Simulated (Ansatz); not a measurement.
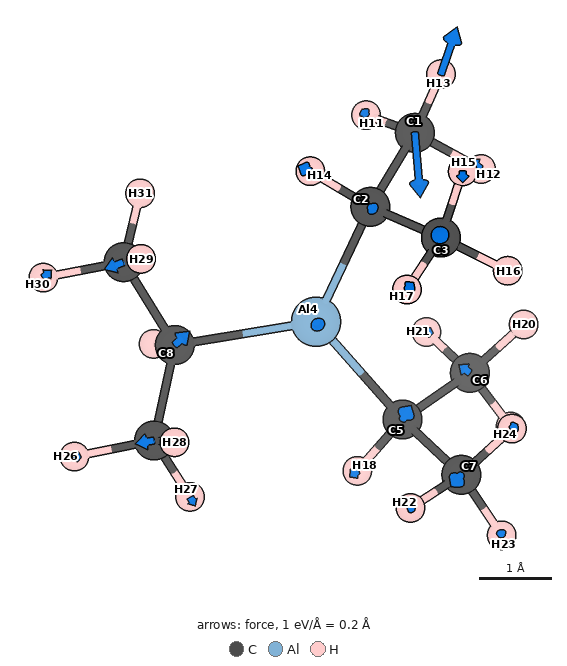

Starting geometry of C9H21Al (coarse preliminary run) with the computed forces as blue arrows. The picture is a ball-and-stick view, seen at a tilt.

The start comes from a force field.

All numbers below come from RKS PBE-D4/def2-SVP (Ansatz 0.2.0). Set-up: force threshold 0.03 eV/Å; at most 200 steps.

Is this structure relaxed? If not, where do the atoms go?

It isn't relaxed: the largest force vector, on a C atom, is 5.14 eV/Å. The final displacements have little in common with the starting forces (cosine between the two patterns 0.07). An H atom moves most after the best rigid fit: 0.63 Å. By element the largest moves are H 0.63 Å, C 0.40 Å, Al 0.06 Å. Among the contacts that change: C–H 1.015 → 1.115 Å, Al–C 2.060 → 1.998 Å, C–H 1.160 → 1.112 Å, C–C 1.495 → 1.542 Å. Among the angles between lasting bonds that change: H–C–H 113.0° → 106.6°, C–C–H 106.7° → 112.0°, C–C–Al 114.9° → 109.6°. After 12 geometry steps the energy has fallen by 62.9 kJ/mol. The largest force component goes from 3.4 to 0.023 eV/Å. The forces were under the threshold at step 3, but the run went on from there.
